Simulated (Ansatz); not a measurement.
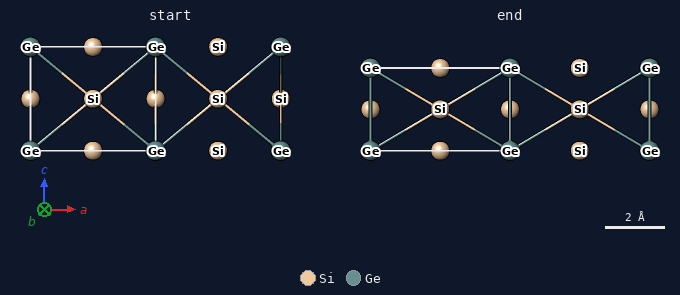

The structure of a crystal of Si3Ge (a generated structure, set up in P4/mmm) before (left) and after (right) a relaxation, at one scale.

The picture is a ball-and-stick view of the cell of the calculation, repeated 2 × 1 × 1 with one cell outlined, seen along the b axis.

These are results of Ansatz, DFT PBE, scalar-relativistic, plane waves, PAW, not measurements. (plane-wave cutoff 420 eV; k-point mesh 12 × 12 × 14; occupations gaussian; smearing width 0.1 eV; no spin polarisation; cell and atoms relaxed; force threshold 0.01 eV/Å; at most 80 steps)

Q: What changed between the two?

A: The atoms keep their places relative to the cell (all moves are under 0.005 Å). The drawn cell changes as follows: a = b 4.256 → 4.746 Å (+11.5 %), c 3.529 → 2.812 Å (−20.3 %); the volume changes by −0.9 %. Some distances before and after: Si–Si 3.529 → 2.812 Å, Ge–Ge 3.529 → 2.812 Å, Si–Si 3.009 → 3.356 Å, Ge–Si 2.764 → 2.758 Å. Among the angles between lasting bonds that change: Ge–Si–Ge 100.7° → 118.7°, Ge–Si–Ge 79.3° → 61.3°. The space group stays P4/mmm (No. 123). Over 10 accepted moves (13 points after the start) the energy falls by 25.7 meV per atom. All forces vanish by symmetry, so only the cell relaxes. Pressure: −0.31 GPa at the start and 0.02 GPa at the end. The line search rejected the trial step at point 8 of the run. The SCF was repeated twice at an unchanged geometry on a basis and grid sized afresh for the cell, which shifted the energy by 1.9 meV per atom at most. Cost: 4.4 min on 1 thread of Arm Neoverse V1 (shared host), peak memory 0.52 GiB.
